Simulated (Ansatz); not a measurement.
```tsv
atom	x (Å)	y (Å)	z (Å)
B	-0.9508	1.5963	0.4267
Ge	0.6535	0.4345	-0.0465
F	1.8561	0.4962	1.2398
Ga	0.0972	-1.9389	-0.4037
H	-1.7957	1.7689	-0.4008
H	-1.1019	2.0393	1.5236
H	1.4069	0.9634	-1.2910
H	-0.8419	-2.3247	-1.6026
H	0.6766	-3.0347	0.5546
```

Geometry: PBE0-D4/def2-TZVP.

These are results of Ansatz 0.2.0, RKS PBE0-D4/def2-TZVPP, not measurements.

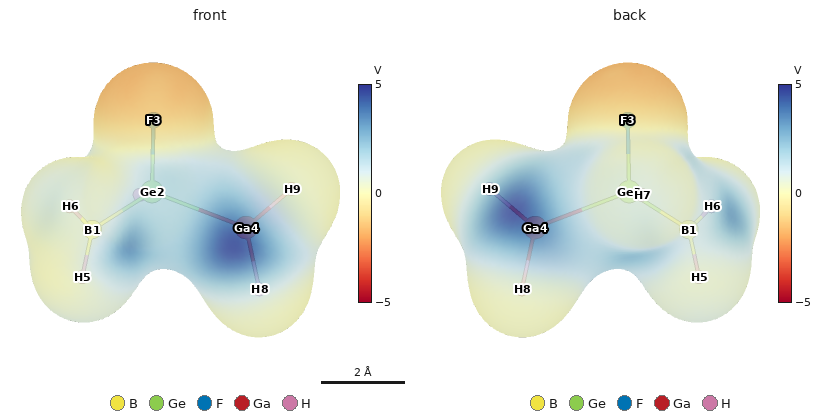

BFGaGeH5 (SMILES [BH2][GeH]([F])[GaH2]). The molecular electrostatic potential painted on the density surface at 0.004 e/bohr³, seen from the front and from behind; red is negative and blue positive.

Question: Where is the surface potential most negative and most positive?

Answer: The most negative region (about −1.6 V) lies over F3, the most positive (about +4.5 V) over Ga4.
